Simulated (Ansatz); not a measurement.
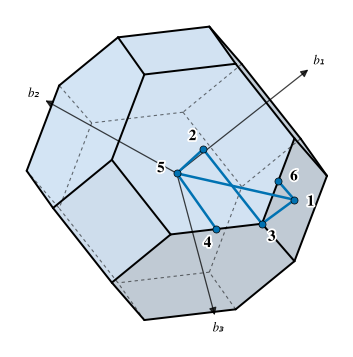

For Ce, the input geometry of an electronic-structure calculation (not necessarily at equilibrium): the first Brillouin zone of a face-centred cubic lattice (cF; extended symbol cF2) is drawn with its special points numbered. The drawing is computed from the coordinates (standard cell, symmetry found to 0.002 Å).

a = 5.160 Å, b = 5.160 Å, c = 5.160 Å, α = 90.00°, β = 90.00°, γ = 90.00°.

Labels and path follow the convention of Hinuma et al. (2017), as computed by seekpath; the arrows show the directions of the reciprocal primitive vectors b₁, b₂, b₃, in which coordinates are given.

Question: Which special point is each number?

Answer:
```csv
no.,label,coordinates
1,X,"(1/2, 0, 1/2)"
2,L,"(1/2, 1/2, 1/2)"
3,W,"(1/2, 1/4, 3/4)"
4,K,"(3/8, 3/8, 3/4)"
5,Γ,"(0, 0, 0)"
6,U,"(5/8, 1/4, 5/8)"
```
